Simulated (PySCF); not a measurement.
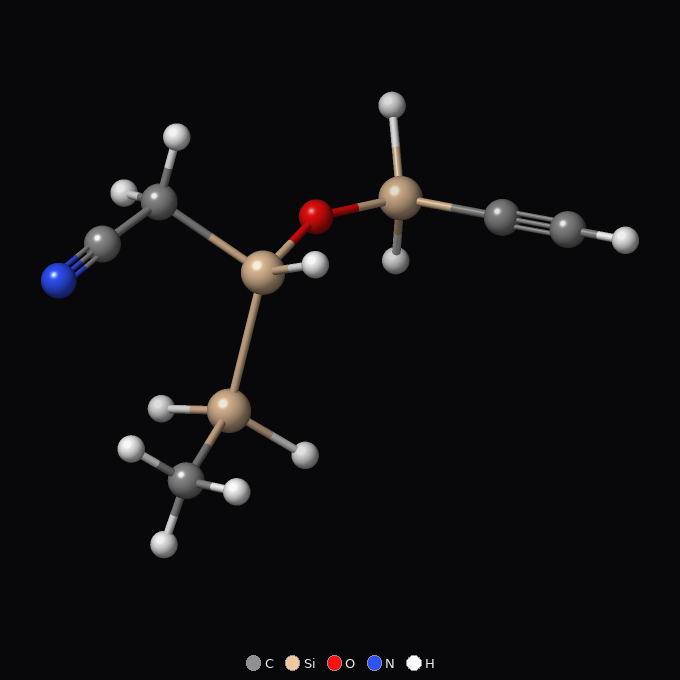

Computed geometry: GFN2-xTB optimisation. No frequency run is at hand to confirm it as a minimum. Method: PBE0/pcSseg-1, gas phase (PySCF 2.14.0).

Computed properties:

The species is C₅H₁₁NOSi₃ (`C#C[SiH2]O[Si@@H](CC#N)[SiH2]C`).
- dipole moment: 3.82 D
- HOMO energy (Kohn–Sham orbital): −8.06 eV
- LUMO energy (Kohn–Sham orbital): −0.90 eV
- HOMO–LUMO gap: 7.17 eV

The geometry is semi-empirical. Around Si such bond lengths and angles can be off by a tenth of an ångström or more and by several degrees, and values that hang on the shape move with them.
